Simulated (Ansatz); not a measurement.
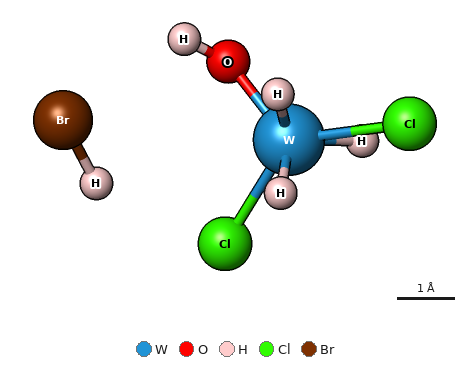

**Figure 1.** The input geometry (ball-and-stick view, seen at a tilt). Sticks mark near contacts. Bond lengths as drawn: Br–H 1.44 Å, Cl–W 2.31 to 2.41 Å, H–O 0.97 Å, H–W 1.67 to 1.68 Å and O–W 1.86 Å.

# Nudged elastic band of WH5BrCl2O (part 1 of 2)

- system: WH5BrCl2O
- method: RKS B3LYP-D4/def2-SVP (Ansatz 0.2.0)

The run did not end well. It belongs to a series of runs on one base structure; here: band between the two ends.

Input
```yaml
crystal:
  periodic: [false, false, false]
  atoms:
    - { symbol: W, position_ang: [-0.422123, -0.279127, -0.05657] }
    - { symbol: O, position_ang: [-0.612926, 0.297288, 1.697769] }
    - { symbol: H, position_ang: [0.09125, 0.545343, 2.322844] }
    - { symbol: H, position_ang: [0.966744, -0.594968, -0.948264] }
    - { symbol: H, position_ang: [0.757396, 0.909607, -0.089387] }
    - { symbol: H, position_ang: [-1.996434, -0.281161, -0.652243] }
    - { symbol: Cl, position_ang: [-0.200585, -2.558219, 0.257457] }
    - { symbol: Cl, position_ang: [-0.692954, 1.105187, -2.009701] }
    - { symbol: Br, position_ang: [2.334779, -0.994746, 2.886038] }
    - { symbol: H, position_ang: [1.649752, -2.019803, 2.150857] }
basis:
  gaussian: { orbitals: def2-SVP }
hamiltonian:
  xc: b3lyp
  dispersion: d4
neb:
  order_check: false
  images: 7
  f_tol: 0.05
  max_iterations: 59
  final_atoms:
    - { symbol: W, position_ang: [0.28162617, -0.34541284, -0.11137318] }
    - { symbol: O, position_ang: [-0.05298386, -0.64126521, 2.1925302] }
    - { symbol: H, position_ang: [-0.62276252, -1.41829878, 2.32471449] }
    - { symbol: H, position_ang: [0.49575577, 1.13422701, 0.63758577] }
    - { symbol: H, position_ang: [-0.09355673, 1.03340146, -0.94936378] }
    - { symbol: H, position_ang: [-1.07137585, 0.52518178, 0.33834419] }
    - { symbol: Cl, position_ang: [-1.33536843, -2.04704999, 0.02174561] }
    - { symbol: Cl, position_ang: [0.86021497, -0.77963365, -2.30210748] }
    - { symbol: Br, position_ang: [2.61790428, -0.51193163, 0.77367546] }
    - { symbol: H, position_ang: [0.79544521, -0.81981715, 2.6330487] }
  initial_path:
    images:
      - { positions_ang: [[-0.422123, -0.279127, -0.05657], [-0.612926, 0.297288, 1.697769], [0.09125, 0.545343, 2.322844], [0.966744, -0.594968, -0.948264], [0.757396, 0.909607, -0.089387], [-1.996434, -0.281161, -0.652243], [-0.200585, -2.558219, 0.257457], [-0.692954, 1.105187, -2.009701], [2.334779, -0.994746, 2.886038], [1.649752, -2.019803, 2.150857]] }
      - { positions_ang: [[-0.32171345, -0.22595167, -0.0509174], [-0.41928763, 0.28354452, 1.83027998], [-0.11485665, 0.42716551, 2.40821536], [1.14782581, -0.49262706, -0.75007338], [0.58825658, 1.0906299, -0.13558793], [-1.9303357, -0.19768254, -0.46728667], [-0.19075794, -2.52586618, 0.26805523], [-0.57235288, 0.73172837, -2.10590062], [2.20257411, -1.251732, 2.41510629], [1.48554675, -1.70980785, 2.14690914]] }
      - { positions_ang: [[-0.22130389, -0.17277634, -0.0452648], [-0.22564927, 0.26980104, 1.96279096], [-0.3209633, 0.30898803, 2.49358671], [1.32890762, -0.39028611, -0.55188276], [0.41911716, 1.27165281, -0.18178886], [-1.8642374, -0.11420408, -0.28233034], [-0.18093089, -2.49351336, 0.27865346], [-0.45175177, 0.35826973, -2.20210023], [2.07036922, -1.50871801, 1.94417458], [1.3213415, -1.3998127, 2.14296128]] }
      - { positions_ang: [[-0.12089434, -0.11960102, -0.0396122], [-0.0320109, 0.25605755, 2.09530193], [-0.52706994, 0.19081054, 2.57895807], [1.50998944, -0.28794517, -0.35369214], [0.24997774, 1.45267571, -0.22798979], [-1.79813911, -0.03072561, -0.09737401], [-0.17110383, -2.46116053, 0.28925169], [-0.33115065, -0.0151889, -2.29829985], [1.93816433, -1.76570401, 1.47324287], [1.15713625, -1.08981755, 2.13901343]] }
      - { positions_ang: [[-0.02048478, -0.06642569, -0.0339596], [0.16162747, 0.24231407, 2.22781291], [-0.73317659, 0.07263305, 2.66432943], [1.69107125, -0.18560423, -0.15550152], [0.08083833, 1.63369861, -0.27419072], [-1.73204081, 0.05275285, 0.08758232], [-0.16127677, -2.42880771, 0.29984992], [-0.21054953, -0.38864754, -2.39449947], [1.80595944, -2.02269002, 1.00231116], [0.99293101, -0.7798224, 2.13506557]] }
      - { positions_ang: [[0.05504296, -0.13617248, -0.05331299], [0.10797464, 0.02141925, 2.21899223], [-0.70557307, -0.3000999, 2.57942569], [1.39224238, 0.14435358, 0.04277031], [0.03723956, 1.48362432, -0.44298399], [-1.56687457, 0.17086008, 0.15027279], [-0.45479969, -2.33336828, 0.23032385], [0.05714159, -0.48639407, -2.37140147], [2.00894565, -1.64500042, 0.94515224], [0.94355956, -0.78982109, 2.25956135]] }
      - { positions_ang: [[0.1305707, -0.20591926, -0.07266639], [0.0543218, -0.19947557, 2.21017155], [-0.67796955, -0.67283286, 2.49452196], [1.09341351, 0.47431139, 0.24104213], [-0.0063592, 1.33355003, -0.61177725], [-1.40170833, 0.28896731, 0.21296326], [-0.7483226, -2.23792885, 0.16079777], [0.32483272, -0.5841406, -2.34830347], [2.21193186, -1.26731082, 0.88799331], [0.89418811, -0.79981978, 2.38405713]] }
      - { positions_ang: [[0.20609843, -0.27566605, -0.09201978], [0.00066897, -0.42037039, 2.20135088], [-0.65036604, -1.04556582, 2.40961823], [0.79458464, 0.8042692, 0.43931395], [-0.04995797, 1.18347575, -0.78057052], [-1.23654209, 0.40707454, 0.27565373], [-1.04184551, -2.14248942, 0.09127169], [0.59252384, -0.68188712, -2.32520547], [2.41491807, -0.88962122, 0.83083439], [0.84481666, -0.80981847, 2.50855292]] }
      - { positions_ang: [[0.28162617, -0.34541284, -0.11137318], [-0.05298386, -0.64126521, 2.1925302], [-0.62276252, -1.41829878, 2.32471449], [0.49575577, 1.13422701, 0.63758577], [-0.09355673, 1.03340146, -0.94936378], [-1.07137585, 0.52518178, 0.33834419], [-1.33536843, -2.04704999, 0.02174561], [0.86021497, -0.77963365, -2.30210748], [2.61790428, -0.51193163, 0.77367546], [0.79544521, -0.81981715, 2.6330487]] }
```

Machine: 4 threads of Arm Neoverse V2, 24 GiB of memory available, shared host.

Launched with:
```bash
ansatz run input.yaml --threads 4 --pin off --max-ram 5120MiB --backend cpu --events-out ev --progress --plain --runs-dir out
```

What the program printed
```
Engine: ansatz 0.2.0, aarch64-unknown-linux-gnu
Functional definition: B3LYP
  parameter a0 = 0.2
  parameter ax = 0.72
  parameter ac = 0.81
  exchange = (1 - a0 - ax)*slater_x + ax*b88_x + a0*exact_x
  correlation = (1 - ac)*vwn_rpa_c + ac*lyp_c
1442 factors; integrals over basis functions are off by at most 3.0e-4 eV
mean field evaluation 1: about -99026.7809 eV, gradient 5.2e1 eV
mean field evaluation 2: about -98966.3226 eV, gradient 1.8e2 eV
mean field evaluation 4: about -99031.9172 eV, gradient 6.9e0 eV
mean field evaluation 8: about -99032.0807 eV, gradient 3.9e-1 eV
mean field evaluation 16: about -99032.0812 eV, gradient 6.1e-5 eV
mean field -99032.08115178 eV, -3639.3618559724 hartree, gradient 6.1e-5 eV, S^2 0.000000; 0 other end points of the search recorded, 0 dependent functions left out
the calculation of the forces begins
reference -99032.08148008 eV, -3639.3618680373 hartree; 48, 48 occupied and 91, 91 virtual orbitals, 1442 factors
1444 factors; integrals over basis functions are off by at most 9.3e-4 eV
mean field evaluation 32: about -99033.2168 eV, gradient 1.5e-3 eV
mean field -99033.21680655 eV, -3639.4035905155 hartree, gradient 7.4e-5 eV, S^2 0.000000; 0 other end points of the search recorded, 0 dependent functions left out
[... from here on the field's lines of each further geometry are left out, up to the last ...]
NEB iter   1: max|band force component| = 1.334e2 eV/Å  barrier→ = 38.0703 eV  barrier← = 39.2798 eV  Δτ_max = 0.2000 Å  (387 SCF iters)
NEB iter   2: max|band force component| = 2.036e1 eV/Å  barrier→ = 5.2203 eV  barrier← = 6.4298 eV  Δτ_max = 0.2000 Å  (318 SCF iters)
NEB iter   3: max|band force component| = 1.297e1 eV/Å  barrier→ = 3.0569 eV  barrier← = 4.2663 eV  Δτ_max = 0.2000 Å  (289 SCF iters)
NEB iter   4: max|band force component| = 4.339e0 eV/Å  barrier→ = 1.4237 eV  barrier← = 2.6332 eV  Δτ_max = 0.1994 Å  (276 SCF iters)
NEB iter   5: max|band force component| = 2.180e0 eV/Å  barrier→ = 0.9626 eV  barrier← = 2.1721 eV  Δτ_max = 0.2000 Å  (276 SCF iters)
NEB iter   6: max|band force component| = 1.279e0 eV/Å  barrier→ = 0.7562 eV  barrier← = 1.9657 eV  Δτ_max = 0.2000 Å  (259 SCF iters)
NEB iter   7: max|band force component| = 6.370e0 eV/Å  barrier→ = 1.0876 eV  barrier← = 2.2970 eV  Δτ_max = 0.1010 Å  (267 SCF iters)
NEB iter   8: max|band force component| = 8.502e-1 eV/Å  barrier→ = 0.5491 eV  barrier← = 1.7586 eV  Δτ_max = 0.2000 Å  (259 SCF iters)
NEB iter   9: max|band force component| = 1.334e0 eV/Å  barrier→ = 0.5738 eV  barrier← = 1.7833 eV  Δτ_max = 0.1013 Å  (264 SCF iters)
NEB iter  10: max|band force component| = 1.004e0 eV/Å  barrier→ = 0.4957 eV  barrier← = 1.7051 eV  Δτ_max = 0.1036 Å  (252 SCF iters)
NEB iter  11: max|band force component| = 9.625e-1 eV/Å  barrier→ = 0.4630 eV  barrier← = 1.6724 eV  Δτ_max = 0.1021 Å  (255 SCF iters)
NEB iter  12: max|band force component| = 1.056e0 eV/Å  barrier→ = 0.4387 eV  barrier← = 1.6482 eV  Δτ_max = 0.0504 Å  (253 SCF iters)
NEB iter  13: max|band force component| = 8.444e-1 eV/Å  barrier→ = 0.4220 eV  barrier← = 1.6314 eV  Δτ_max = 0.1005 Å  (254 SCF iters)
NEB iter  14: max|band force component| = 6.220e-1 eV/Å  barrier→ = 0.3634 eV  barrier← = 1.5728 eV  Δτ_max = 0.1010 Å  (252 SCF iters)
NEB iter  15: max|band force component| = 4.632e-1 eV/Å  barrier→ = 0.3348 eV  barrier← = 1.5443 eV  CI = image 2  Δτ_max = 0.1003 Å  (253 SCF iters)
NEB iter  16: max|band force component| = 4.514e-1 eV/Å  barrier→ = 0.3264 eV  barrier← = 1.5359 eV  CI = image 2  Δτ_max = 0.0503 Å  (245 SCF iters)
NEB iter  17: max|band force component| = 3.500e-1 eV/Å  barrier→ = 0.3195 eV  barrier← = 1.5290 eV  CI = image 2  Δτ_max = 0.0500 Å  (245 SCF iters)
NEB iter  18: max|band force component| = 3.649e-1 eV/Å  barrier→ = 0.3170 eV  barrier← = 1.5264 eV  CI = image 2  Δτ_max = 0.0251 Å  (244 SCF iters)
NEB iter  19: max|band force component| = 3.234e-1 eV/Å  barrier→ = 0.3115 eV  barrier← = 1.5209 eV  CI = image 2  Δτ_max = 0.0503 Å  (249 SCF iters)
NEB iter  20: max|band force component| = 3.011e-1 eV/Å  barrier→ = 0.3013 eV  barrier← = 1.5107 eV  CI = image 2  Δτ_max = 0.0502 Å  (250 SCF iters)
NEB iter  21: max|band force component| = 3.920e-1 eV/Å  barrier→ = 0.3025 eV  barrier← = 1.5119 eV  CI = image 2  Δτ_max = 0.0500 Å  (246 SCF iters)
NEB iter  22: max|band force component| = 4.941e-1 eV/Å  barrier→ = 0.3121 eV  barrier← = 1.5216 eV  CI = image 2  Δτ_max = 0.1005 Å  (247 SCF iters)
NEB iter  23: max|band force component| = 5.542e-1 eV/Å  barrier→ = 0.3123 eV  barrier← = 1.5217 eV  CI = image 2  Δτ_max = 0.1995 Å  (244 SCF iters)
NEB iter  24: max|band force component| = 6.309e-1 eV/Å  barrier→ = 0.3187 eV  barrier← = 1.5282 eV  CI = image 2  Δτ_max = 0.1996 Å  (250 SCF iters)
NEB iter  25: max|band force component| = 8.262e-1 eV/Å  barrier→ = 0.3798 eV  barrier← = 1.5892 eV  CI = image 2  Δτ_max = 0.1008 Å  (247 SCF iters)
NEB iter  26: max|band force component| = 7.993e-1 eV/Å  barrier→ = 0.3623 eV  barrier← = 1.5717 eV  CI = image 2  Δτ_max = 0.2000 Å  (246 SCF iters)
NEB iter  27: max|band force component| = 6.702e-1 eV/Å  barrier→ = 0.3904 eV  barrier← = 1.5998 eV  CI = image 2  Δτ_max = 0.2000 Å  (256 SCF iters)
NEB iter  28: max|band force component| = 8.694e-1 eV/Å  barrier→ = 0.4457 eV  barrier← = 1.6551 eV  CI = image 2  Δτ_max = 0.2000 Å  (259 SCF iters)
NEB iter  29: max|band force component| = 1.126e0 eV/Å  barrier→ = 0.5066 eV  barrier← = 1.7161 eV  CI = image 2  Δτ_max = 0.2000 Å  (259 SCF iters)
NEB iter  30: max|band force component| = 1.283e0 eV/Å  barrier→ = 0.5531 eV  barrier← = 1.7626 eV  CI = image 2  Δτ_max = 0.1989 Å  (251 SCF iters)
NEB iter  31: max|band force component| = 1.538e0 eV/Å  barrier→ = 0.7862 eV  barrier← = 1.9956 eV  CI = image 2  Δτ_max = 0.1006 Å  (265 SCF iters)
NEB iter  32: max|band force component| = 1.428e0 eV/Å  barrier→ = 0.7647 eV  barrier← = 1.9741 eV  CI = image 2  Δτ_max = 0.2000 Å  (240 SCF iters)
NEB iter  33: max|band force component| = 1.547e0 eV/Å  barrier→ = 0.8376 eV  barrier← = 2.0471 eV  CI = image 2  Δτ_max = 0.2000 Å  (254 SCF iters)
NEB iter  34: max|band force component| = 1.618e0 eV/Å  barrier→ = 0.8400 eV  barrier← = 2.0494 eV  CI = image 2  Δτ_max = 0.1993 Å  (252 SCF iters)
NEB iter  35: max|band force component| = 1.772e0 eV/Å  barrier→ = 0.8930 eV  barrier← = 2.1025 eV  CI = image 2  Δτ_max = 0.1984 Å  (245 SCF iters)
NEB iter  36: max|band force component| = 1.990e0 eV/Å  barrier→ = 0.9535 eV  barrier← = 2.1630 eV  CI = image 2  Δτ_max = 0.1982 Å  (256 SCF iters)
NEB iter  37: max|band force component| = 2.066e0 eV/Å  barrier→ = 0.9789 eV  barrier← = 2.1884 eV  CI = image 2  Δτ_max = 0.1982 Å  (242 SCF iters)
NEB iter  38: max|band force component| = 2.166e0 eV/Å  barrier→ = 0.9987 eV  barrier← = 2.2081 eV  CI = image 2  Δτ_max = 0.1982 Å  (246 SCF iters)
NEB iter  39: max|band force component| = 2.192e0 eV/Å  barrier→ = 1.0192 eV  barrier← = 2.2287 eV  CI = image 2  Δτ_max = 0.2000 Å  (257 SCF iters)
NEB iter  40: max|band force component| = 2.350e0 eV/Å  barrier→ = 1.0378 eV  barrier← = 2.2472 eV  CI = image 2  Δτ_max = 0.2000 Å  (265 SCF iters)
NEB iter  41: max|band force component| = 2.407e0 eV/Å  barrier→ = 1.0537 eV  barrier← = 2.2631 eV  CI = image 2  Δτ_max = 0.2000 Å  (260 SCF iters)
NEB iter  42: max|band force component| = 2.322e0 eV/Å  barrier→ = 1.5523 eV  barrier← = 2.7618 eV  CI = image 5  Δτ_max = 0.2000 Å  (267 SCF iters)
NEB iter  43: max|band force component| = 2.224e0 eV/Å  barrier→ = 1.1451 eV  barrier← = 2.3546 eV  CI = image 5  Δτ_max = 0.2000 Å  (261 SCF iters)
NEB iter  44: max|band force component| = 3.740e0 eV/Å  barrier→ = 1.2030 eV  barrier← = 2.4124 eV  CI = image 2  Δτ_max = 0.2000 Å  (262 SCF iters)
NEB iter  45: max|band force component| = 2.404e0 eV/Å  barrier→ = 1.2294 eV  barrier← = 2.4388 eV  CI = image 5  Δτ_max = 0.2000 Å  (261 SCF iters)
NEB iter  46: max|band force component| = 4.500e0 eV/Å  barrier→ = 1.1193 eV  barrier← = 2.3288 eV  CI = image 2  Δτ_max = 0.2000 Å  (258 SCF iters)
NEB iter  47: max|band force component| = 2.224e0 eV/Å  barrier→ = 1.3242 eV  barrier← = 2.5336 eV  CI = image 5  Δτ_max = 0.2000 Å  (250 SCF iters)
NEB iter  48: max|band force component| = 4.488e0 eV/Å  barrier→ = 0.9919 eV  barrier← = 2.2013 eV  CI = image 2  Δτ_max = 0.2000 Å  (260 SCF iters)
NEB iter  49: max|band force component| = 2.205e0 eV/Å  barrier→ = 0.9718 eV  barrier← = 2.1813 eV  CI = image 5  Δτ_max = 0.1961 Å  (262 SCF iters)
NEB iter  50: max|band force component| = 3.868e0 eV/Å  barrier→ = 0.8466 eV  barrier← = 2.0560 eV  CI = image 2  Δτ_max = 0.2000 Å  (248 SCF iters)
NEB iter  51: max|band force component| = 3.676e0 eV/Å  barrier→ = 0.8457 eV  barrier← = 2.0552 eV  CI = image 2  Δτ_max = 0.2000 Å  (252 SCF iters)
NEB iter  52: max|band force component| = 3.625e0 eV/Å  barrier→ = 1.0181 eV  barrier← = 2.2275 eV  CI = image 2  Δτ_max = 0.2000 Å  (256 SCF iters)
NEB iter  53: max|band force component| = 3.587e0 eV/Å  barrier→ = 1.2422 eV  barrier← = 2.4516 eV  CI = image 2  Δτ_max = 0.2000 Å  (264 SCF iters)
NEB iter  54: max|band force component| = 2.717e0 eV/Å  barrier→ = 1.3880 eV  barrier← = 2.5975 eV  CI = image 2  Δτ_max = 0.2000 Å  (266 SCF iters)
NEB iter  55: max|band force component| = 2.161e0 eV/Å  barrier→ = 1.4190 eV  barrier← = 2.6285 eV  CI = image 2  Δτ_max = 0.2000 Å  (264 SCF iters)
NEB iter  56: max|band force component| = 2.373e0 eV/Å  barrier→ = 1.1230 eV  barrier← = 2.3324 eV  CI = image 2  Δτ_max = 0.2000 Å  (262 SCF iters)
NEB iter  57: max|band force component| = 2.000e0 eV/Å  barrier→ = 1.1417 eV  barrier← = 2.3511 eV  CI = image 2  Δτ_max = 0.2000 Å  (268 SCF iters)
NEB iter  58: max|band force component| = 2.046e0 eV/Å  barrier→ = 1.1667 eV  barrier← = 2.3761 eV  CI = image 2  Δτ_max = 0.2000 Å  (271 SCF iters)
the calculation of the forces begins
reference -99031.07094648 eV, -3639.3247316122 hartree; 48, 48 occupied and 91, 91 virtual orbitals, 1445 factors
these checks for a lower state are left out or cut short: starts, cluster_reference, orbital_swaps, neighbouring_geometries, increment
1444 factors; integrals over basis functions are off by at most 8.5e-4 eV
mean field -99032.62542911 eV, -3639.3818577952 hartree, gradient 9.0e-6 eV, S^2 0.000000; 0 other end points of the search recorded, 0 dependent functions left out
the calculation of the forces begins
reference -99032.62575554 eV, -3639.3818697913 hartree; 48, 48 occupied and 91, 91 virtual orbitals, 1444 factors
NEB iter  59: max|band force component| = 1.613e0 eV/Å  barrier→ = 0.9899 eV  barrier← = 2.1994 eV  CI = image 2  Δτ_max = 0.1992 Å  (273 SCF iters)
```
